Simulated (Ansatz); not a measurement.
# Loss of SiH4: C2H7Si2 → C2H3Si + SiH4

Gas-phase species: C2H7Si2 `[SiH2]/C=C/[SiH3]`, doublet; C2H3Si `C#C[SiH2]`, doublet; SiH4 `[SiH4]`, singlet. This is a balance of energies; it says nothing on the path, which may need atoms to shift.

Shapes, held fixed at every level: PBE0-D4/def2-TZVP. Flexible molecules stand in one conformer, not always the lowest. Programs: Ansatz 0.2.0. The zero-point and thermal change to 298 K, harmonic and unscaled (PBE0-D4/def2-TZVP), is -15.7 kJ/mol.

```
                level                    kind  ΔH(298 K) (kJ/mol)
        HF/def2-TZVPP            Hartree–Fock              +115.1
    PBE-D4/def2-TZVPP                     GGA              +157.6
  B3LYP-D4/def2-TZVPP           global hybrid              +141.7
r2SCAN0-D4/def2-TZVPP           global hybrid              +160.1
   wB97M-V/def2-TZVPP  range-separated hybrid              +143.3
   wB97X-V/def2-TZVPP  range-separated hybrid              +149.7
    B2PLYP/def2-TZVPP           double hybrid              +126.0
```

B2PLYP/def2-TZVPP gives ΔH(298 K) = +126.0 kJ/mol; the levels span +115.1 to +160.1. The median of the levels is +143.3. No measured value is set beside it here. Spin contamination: C2H7Si2 (⟨S²⟩ up to 0.91), C2H3Si (⟨S²⟩ up to 0.85). Open shells run unrestricted. B2PLYP/def2-TZVPP lies outside the range of the other correlated levels here, so it shouldn't be taken on trust.

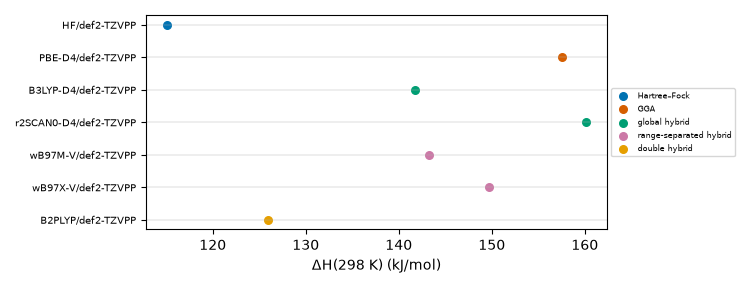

The values of the table, level by level.
